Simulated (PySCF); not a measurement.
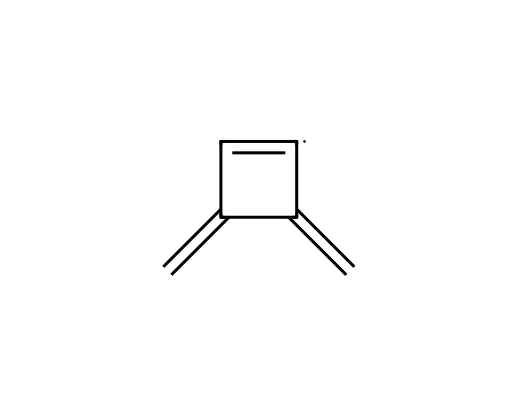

The drawing above gives the connectivity. State: neutral, doublet. The computed structure is the end point of a PBE0-D3(BJ)/def2-SVP optimisation. No frequency run is at hand to confirm it as a minimum.

Describe the 3D structure.

Formula C6H5. As SMILES it reads `C=C1[C]=CC1=C`. Independent rings (smallest set): 1 of 4 members. Among its groups: alkene. This geometry has Cs symmetry. It is an open-shell species. All atoms lie on one plane. Coordination, clear cases only: 2 C trigonal planar; 1 C bent.

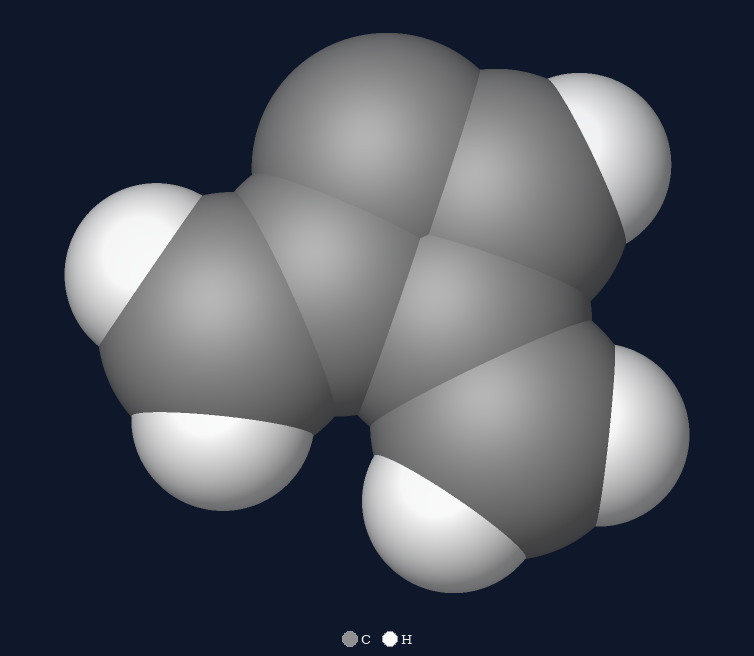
